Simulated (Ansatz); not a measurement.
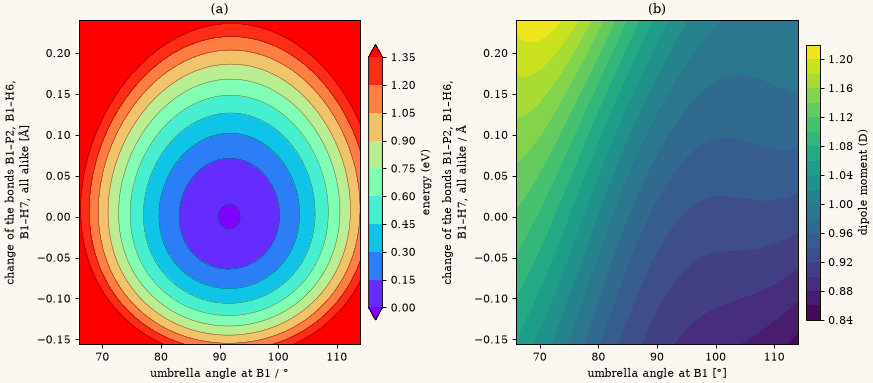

B2ClFH3P, SMILES BPB(F)Cl. Coordinates scanned: (1) umbrella angle at B1 (between each of its bonds and their common axis; 90 is planar); (2) change of the bonds B1–P2, B1–H6, B1–H7, all alike. Nothing is relaxed (all other coordinates rigid). The scan uses a 9 × 9 grid. Points are written as (first, second). All energies are given in eV relative to the lowest grid point. Computed with RKS r2SCAN-D4/def2-SVP (Ansatz).

Panel (a) is the energy; panel (b) is the computed dipole moment, in D.

Drawn: filled contours, one colour for all values above the top of the scale. Between grid points the surface is interpolated.

How does the dipole moment vary over the map, and what is it at the lowest grid point?

Answer. Leaving out the highest fifth of the energies, it runs from 0.88 D at (102°, −0.156 Å) to 1.15 D at (72°, 0.141 Å). At the lowest grid point, (90°, −0.007 Å), it is 0.95 D.

```
second ↓, first →    66    72    78    84    90    96   102   108   114
            0.240  1.21  1.21  1.17  1.11  1.05  1.02  1.00  0.99  1.00
            0.191  1.19  1.18  1.13  1.08  1.03  1.00  0.98  0.98  0.99
            0.141  1.17  1.15  1.10  1.05  1.01  0.98  0.97  0.97  0.98
            0.092  1.15  1.12  1.08  1.03  0.99  0.96  0.96  0.96  0.96
            0.042  1.13  1.10  1.05  1.00  0.97  0.95  0.94  0.95  0.94
           −0.007  1.11  1.08  1.03  0.98  0.95  0.93  0.93  0.93  0.92
           −0.057  1.10  1.06  1.01  0.97  0.94  0.92  0.92  0.91  0.90
           −0.106  1.08  1.04  0.99  0.95  0.92  0.91  0.90  0.89  0.88
           −0.156  1.06  1.02  0.98  0.94  0.91  0.89  0.88  0.87  0.85
```
